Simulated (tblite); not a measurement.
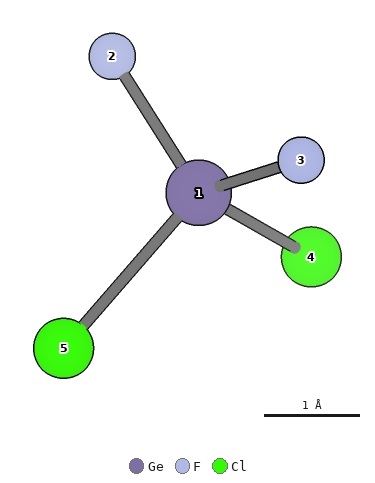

The structure as given in the input (ball-and-stick view, seen at a tilt; atoms are numbered from 1 in the order of the input). Sticks mark near contacts. Bond lengths as drawn: Cl–Ge 2.24 to 2.25 Å and F–Ge 1.74 to 1.76 Å.

## GeCl$_{2}$F$_{2}$: geometry relaxation

System: GeCl$_{2}$F$_{2}$, SMILES [F][Ge]([F])([Cl])[Cl].
Method: GFN2-xTB geometry optimisation, gas phase (tblite 0.8.0).

What the program printed
```
step      E/eV     max force
  0    -561.99840    2.191
  1    -562.10867    1.606
  2    -562.27706    0.781
  3    -562.29654    0.621
  4    -562.31536    0.425
  5    -562.33608    0.407
  6    -562.33982    0.232
  7    -562.34313    0.225
  8    -562.34698    0.252
  9    -562.35224    0.189
 10    -562.35429    0.107
 11    -562.35475    0.026
 12    -562.35479    0.015
 13    -562.35480    0.014
 14    -562.35484    0.022
 15    -562.35489    0.033
 16    -562.35496    0.040
 17    -562.35502    0.032
 18    -562.35505    0.015
 19    -562.35506    0.005
```

Trajectory as extended XYZ (Å, eV, eV/Å), 20 frames, from step=0 to step=19
```
5
Properties=species:S:1:pos:R:3:forces:R:3 step=0 energy=-561.99840
Ge   -1.3698    0.9158    0.6405   -1.0220  -1.9250   0.2170
F    -2.1645    2.3420    1.3045    0.2810   0.0120  -0.1340
F     0.1017    1.3450   -0.1834    0.0230   0.2530   0.0390
Cl   -2.7926   -0.0554   -0.8057    0.8770   0.6970   0.7940
Cl   -0.9338   -0.5367    2.2918   -0.1600   0.9640  -0.9150
5
Properties=species:S:1:pos:R:3:forces:R:3 step=1 energy=-562.10867
Ge   -1.3844    0.8883    0.6436   -0.7290  -1.4250   0.1300
F    -2.1605    2.3422    1.3025    0.3110  -0.1330  -0.1730
F     0.1021    1.3486   -0.1828   -0.1870   0.1470   0.1480
Cl   -2.7801   -0.0455   -0.7944    0.7400   0.5910   0.6680
Cl   -0.9360   -0.5229    2.2788   -0.1340   0.8200  -0.7720
5
Properties=species:S:1:pos:R:3:forces:R:3 step=2 energy=-562.27706
Ge   -1.4369    0.7859    0.6531    0.3510   0.6950  -0.0640
F    -2.1387    2.3335    1.2905    0.3320  -0.5360  -0.2530
F     0.0898    1.3594   -0.1729   -0.6630  -0.1740   0.3750
Cl   -2.7275   -0.0034   -0.7469   -0.1180   0.0080  -0.2010
Cl   -0.9456   -0.4646    2.2238    0.0980   0.0070   0.1430
5
Properties=species:S:1:pos:R:3:forces:R:3 step=3 energy=-562.29654
Ge   -1.4270    0.8056    0.6514    0.1110   0.2000  -0.0400
F    -2.1377    2.3287    1.2891    0.3060  -0.4030  -0.2170
F     0.0841    1.3563   -0.1700   -0.5300  -0.0920   0.3090
Cl   -2.7351   -0.0083   -0.7548    0.0710   0.1270  -0.0010
Cl   -0.9433   -0.4715    2.2320    0.0430   0.1680  -0.0510
5
Properties=species:S:1:pos:R:3:forces:R:3 step=4 energy=-562.31536
Ge   -1.4228    0.8139    0.6504   -0.0220  -0.0730  -0.0200
F    -2.1289    2.3167    1.2829    0.2470  -0.2410  -0.1590
F     0.0688    1.3534   -0.1611   -0.3630  -0.0150   0.2210
Cl   -2.7343   -0.0055   -0.7562    0.1010   0.1450   0.0300
Cl   -0.9417   -0.4677    2.2319    0.0360   0.1850  -0.0720
5
Properties=species:S:1:pos:R:3:forces:R:3 step=5 energy=-562.33608
Ge   -1.4219    0.8153    0.6494   -0.1700  -0.3700   0.0120
F    -2.1061    2.2903    1.2674    0.0960   0.0910  -0.0240
F     0.0336    1.3496   -0.1401   -0.0050   0.1210   0.0250
Cl   -2.7260    0.0069   -0.7540    0.0130   0.0810  -0.0580
Cl   -0.9387   -0.4514    2.2251    0.0660   0.0770   0.0450
5
Properties=species:S:1:pos:R:3:forces:R:3 step=6 energy=-562.33982
Ge   -1.4259    0.8069    0.6499   -0.0950  -0.2120   0.0030
F    -2.1015    2.2883    1.2649    0.0870   0.0740  -0.0230
F     0.0292    1.3512   -0.1372   -0.0170   0.1010   0.0280
Cl   -2.7231    0.0109   -0.7529   -0.0600   0.0310  -0.1320
Cl   -0.9377   -0.4465    2.2231    0.0860   0.0060   0.1230
5
Properties=species:S:1:pos:R:3:forces:R:3 step=7 energy=-562.34313
Ge   -1.4309    0.7961    0.6503   -0.0180  -0.0410   0.0010
F    -2.0949    2.2871    1.2617    0.0770   0.0400  -0.0240
F     0.0238    1.3544   -0.1332   -0.0350   0.0710   0.0320
Cl   -2.7219    0.0151   -0.7551   -0.1210  -0.0160  -0.1890
Cl   -0.9349   -0.4419    2.2241    0.0970  -0.0540   0.1810
5
Properties=species:S:1:pos:R:3:forces:R:3 step=8 energy=-562.34698
Ge   -1.4364    0.7843    0.6505    0.0330   0.0830   0.0060
F    -2.0855    2.2860    1.2574    0.0580   0.0070  -0.0220
F     0.0160    1.3594   -0.1276   -0.0370   0.0390   0.0260
Cl   -2.7236    0.0193   -0.7620   -0.1440  -0.0430  -0.2030
Cl   -0.9295   -0.4382    2.2295    0.0910  -0.0850   0.1920
5
Properties=species:S:1:pos:R:3:forces:R:3 step=9 energy=-562.35224
Ge   -1.4439    0.7679    0.6510    0.0590   0.1640   0.0170
F    -2.0693    2.2847    1.2501    0.0190  -0.0340  -0.0110
F     0.0030    1.3682   -0.1182   -0.0220  -0.0080   0.0060
Cl   -2.7301    0.0248   -0.7783   -0.1110  -0.0480  -0.1460
Cl   -0.9186   -0.4347    2.2432    0.0550  -0.0750   0.1340
5
Properties=species:S:1:pos:R:3:forces:R:3 step=10 energy=-562.35429
Ge   -1.4459    0.7637    0.6513    0.0280   0.1010   0.0180
F    -2.0623    2.2844    1.2470   -0.0030  -0.0330  -0.0010
F    -0.0025    1.3722   -0.1143   -0.0020  -0.0200  -0.0080
Cl   -2.7356    0.0258   -0.7887   -0.0440  -0.0190  -0.0620
Cl   -0.9126   -0.4354    2.2525    0.0210  -0.0290   0.0530
5
Properties=species:S:1:pos:R:3:forces:R:3 step=11 energy=-562.35475
Ge   -1.4451    0.7660    0.6515   -0.0020   0.0230   0.0120
F    -2.0623    2.2845    1.2472   -0.0070  -0.0170   0.0040
F    -0.0022    1.3723   -0.1146    0.0050  -0.0140  -0.0110
Cl   -2.7378    0.0249   -0.7917   -0.0030   0.0050  -0.0150
Cl   -0.9115   -0.4370    2.2554    0.0070   0.0040   0.0100
5
Properties=species:S:1:pos:R:3:forces:R:3 step=12 energy=-562.35479
Ge   -1.4448    0.7673    0.6517   -0.0070   0.0010   0.0070
F    -2.0631    2.2844    1.2476   -0.0070  -0.0100   0.0060
F    -0.0015    1.3718   -0.1153    0.0030  -0.0110  -0.0090
Cl   -2.7379    0.0246   -0.7917    0.0050   0.0100  -0.0070
Cl   -0.9116   -0.4373    2.2555    0.0050   0.0100   0.0040
5
Properties=species:S:1:pos:R:3:forces:R:3 step=13 energy=-562.35480
Ge   -1.4447    0.7678    0.6519   -0.0060  -0.0070   0.0020
F    -2.0636    2.2842    1.2479   -0.0070  -0.0050   0.0070
F    -0.0011    1.3714   -0.1157    0.0010  -0.0100  -0.0070
Cl   -2.7378    0.0246   -0.7918    0.0070   0.0120  -0.0050
Cl   -0.9116   -0.4373    2.2555    0.0050   0.0110   0.0030
5
Properties=species:S:1:pos:R:3:forces:R:3 step=14 energy=-562.35484
Ge   -1.4450    0.7684    0.6524    0.0010  -0.0200  -0.0090
F    -2.0645    2.2834    1.2485   -0.0090   0.0050   0.0090
F    -0.0007    1.3702   -0.1166   -0.0050  -0.0100  -0.0020
Cl   -2.7375    0.0253   -0.7924    0.0090   0.0130  -0.0010
Cl   -0.9113   -0.4366    2.2559    0.0040   0.0110   0.0030
5
Properties=species:S:1:pos:R:3:forces:R:3 step=15 energy=-562.35489
Ge   -1.4456    0.7684    0.6529    0.0100  -0.0250  -0.0190
F    -2.0654    2.2823    1.2494   -0.0100   0.0140   0.0110
F    -0.0006    1.3686   -0.1177   -0.0120  -0.0100   0.0030
Cl   -2.7370    0.0268   -0.7936    0.0080   0.0120   0.0010
Cl   -0.9104   -0.4354    2.2567    0.0040   0.0090   0.0040
5
Properties=species:S:1:pos:R:3:forces:R:3 step=16 energy=-562.35496
Ge   -1.4464    0.7677    0.6535    0.0200  -0.0230  -0.0250
F    -2.0666    2.2807    1.2507   -0.0100   0.0190   0.0120
F    -0.0010    1.3662   -0.1190   -0.0160  -0.0090   0.0070
Cl   -2.7361    0.0293   -0.7957    0.0040   0.0070   0.0020
Cl   -0.9088   -0.4331    2.2583    0.0020   0.0050   0.0050
5
Properties=species:S:1:pos:R:3:forces:R:3 step=17 energy=-562.35502
Ge   -1.4469    0.7664    0.6536    0.0210  -0.0110  -0.0210
F    -2.0677    2.2795    1.2520   -0.0080   0.0150   0.0090
F    -0.0018    1.3639   -0.1199   -0.0130  -0.0060   0.0070
Cl   -2.7354    0.0318   -0.7979    0.0000   0.0020   0.0010
Cl   -0.9072   -0.4309    2.2600    0.0000   0.0010   0.0040
5
Properties=species:S:1:pos:R:3:forces:R:3 step=18 energy=-562.35505
Ge   -1.4468    0.7656    0.6533    0.0120  -0.0010  -0.0090
F    -2.0683    2.2791    1.2528   -0.0030   0.0050   0.0040
F    -0.0025    1.3626   -0.1203   -0.0050  -0.0020   0.0040
Cl   -2.7350    0.0332   -0.7991   -0.0030  -0.0010  -0.0010
Cl   -0.9063   -0.4297    2.2610   -0.0010   0.0000   0.0020
5
Properties=species:S:1:pos:R:3:forces:R:3 step=19 energy=-562.35506
Ge   -1.4464    0.7655    0.6530    0.0040   0.0020  -0.0020
F    -2.0685    2.2793    1.2530   -0.0010  -0.0010   0.0010
F    -0.0026    1.3625   -0.1202    0.0000   0.0000   0.0010
Cl   -2.7350    0.0332   -0.7991   -0.0020  -0.0010  -0.0010
Cl   -0.9063   -0.4297    2.2611   -0.0010   0.0000   0.0010
```

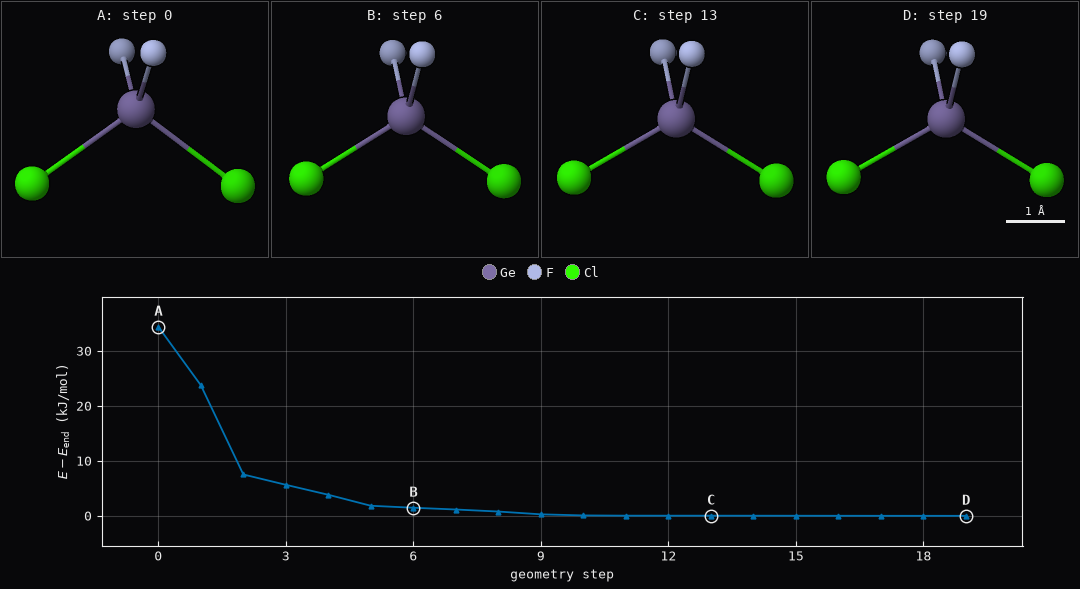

Frames of the relaxation (ball-and-stick view, seen at a tilt) above the curves, on which the letters mark them (steps are counted from 0).

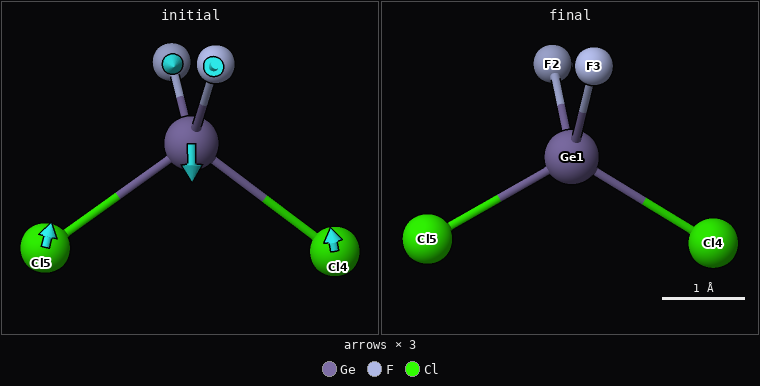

Before (left) and after (right) the relaxation, at one scale (ball-and-stick view, seen at a tilt). The teal arrows give the displacements, magnified 3 times. The largest move after the best rigid fit is that of Ge1, 0.17 Å. By element the largest moves are Ge 0.17 Å, F 0.13 Å, Cl 0.11 Å. Among the contacts that change: Ge1–Cl4 2.249 → 2.075 Å, Ge1–Cl5 2.242 → 2.075 Å, Ge1–F2 1.763 → 1.743 Å. Among the angles that change: F2–Ge1–F3 111.1° → 98.7°, Cl4–Ge1–Cl5 108.5° → 120.0°. After 19 geometry steps the energy has fallen by 34.4 kJ/mol. The largest force component goes from 1.9 to 0.004 eV/Å. (Atoms are counted from 1 in the order of the input.)

The run was set up as follows.

The input
```
{"job": {"kind": "relax", "xc": "GFN2-xTB", "basis": "xTB"}, "charge": 0, "multiplicity": 1}
Ge    -1.369788     0.915827     0.640535
F     -2.164507     2.342039     1.304451
F      0.101748     1.345034    -0.183358
Cl    -2.792628    -0.055410    -0.805714
Cl    -0.933752    -0.536723     2.291845
```

The first line tells a small driver script what to run in tblite; the rest is the geometry in Å.

Run as:
```bash
OMP_NUM_THREADS=1 python <driver script> task.json out
```

Key numbers

| quantity | value |
| --- | --- |
| outcome | converged |
| total energy | −562.3551 eV |
| hardware | 1 CPU thread, shared host |
| wall time | 0.51 s |
| peak memory | 0.18 GiB |
